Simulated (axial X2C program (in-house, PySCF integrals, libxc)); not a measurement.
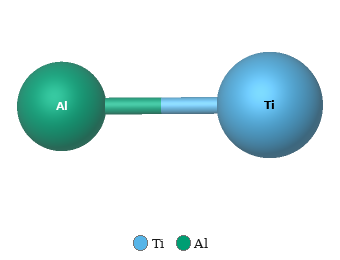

*The molecule at the reference distance of 2.494 Å.*

## TiAl: relativistic diatomic calculation

- system: TiAl, single determinant with Ω = 1/2. The distance is the PBE0 minimum at charge 0.
- method: expectation values, HF and Kohn-Sham, two-component X2C with atomic mean-field Coulomb and Gaunt terms, Ti dyall-cv3z, Al dyall-v3z (cores contracted) (axial X2C program (in-house, PySCF integrals, libxc))

Input:
```
{"zs": [22, 13], "q": 0, "bas": ["dyall-cv3z", "dyall-v3z"], "r0": 2.62, "levels": ["PBE0", "HF", "LDA", "PBE", "BHandHLYP"], "nst": 3}
```

The line is the task of a batch: nuclear charges, charge, bases, the levels to run, a first guess of the distance and further settings. This report covers the levels named above. The log is that of the reference distance, started from orbitals converged before.

Launched within a batch (the task file carries these settings):
```bash
python <driver script> task.json out
```

The program's output:
```
two-component X2C + atomic mean field  PBE0
basis functions 165  fitting functions 961  grid points 5081
iter        total energy     max residual
   1      -1096.060192573     6.62e-05
   2      -1096.060192669     4.60e-05
   3      -1096.060192708     3.45e-05
   4      -1096.060192756     1.58e-05
   5      -1096.060192759     4.12e-06
   6      -1096.060192760     1.69e-06
converged
one-electron -1629.15238113  Coulomb 533.43230892  exact exchange -14.88791509  xc functional -45.91544010  nuclear repulsion 60.68351336  atomic mean-field constant -0.22027872
```

Expectation values by level of theory:

```tsv
quantity	PBE0	HF	LDA	PBE	BHandHLYP
effective field for an electron dipole moment (GV/cm)	−0.00990	−0.170	−0.0750	−0.0559	0.312
field gradient at the first nucleus (a.u.)	−0.216	0.207	−0.379	−0.365	−0.0655
field gradient at the second nucleus (a.u.)	−0.134	0.449	−0.256	−0.239	−0.135
A∥/gI, first nucleus (MHz)	782	666	960	865	318
A∥/gI, second nucleus (MHz)	−30.7	−119	89.5	−2.90	0.869
```

Each column comes from one determinant, in a basis with contracted cores. The levels disagree widely: the effective field runs from −0.170 to 0.312 GV/cm, A∥/gI at the first nucleus runs from 318 to 960 MHz, A∥/gI at the second nucleus runs from −119 to 89.5 MHz, the field gradient at the first nucleus runs from −0.379 to 0.207 a.u. and the field gradient at the second nucleus runs from −0.256 to 0.449 a.u. They may not all have settled in the same state, and these values aren't reliable properties of the molecule.

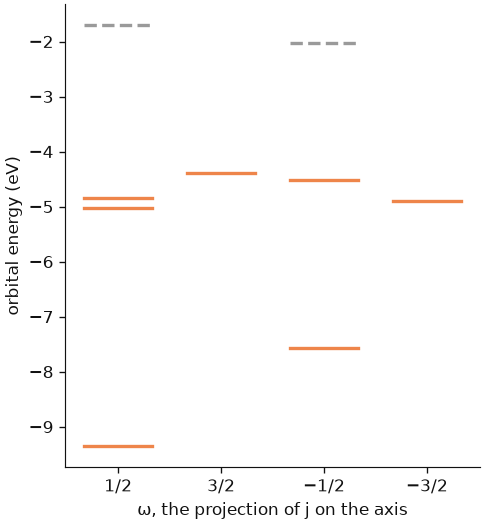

*Orbital energies (PBE0) near the frontier at 2.49 Å, filled (solid) and empty (dashed).*

The highest filled spinor (3/2; 49 % Ti d, 37 % Al p) lies at −4.38 eV, the lowest empty one (−1/2; 44 % Al p, 41 % Ti s) at −2.02 eV.

Results in brief:

| quantity | value |
| --- | --- |
| outcome | converged; the levels of theory disagree widely |
| hardware | 1 thread of Arm Neoverse V2, 112 GiB of memory available, shared host |
| wall time | 4.1 s |
| peak memory | 0.3 GiB |
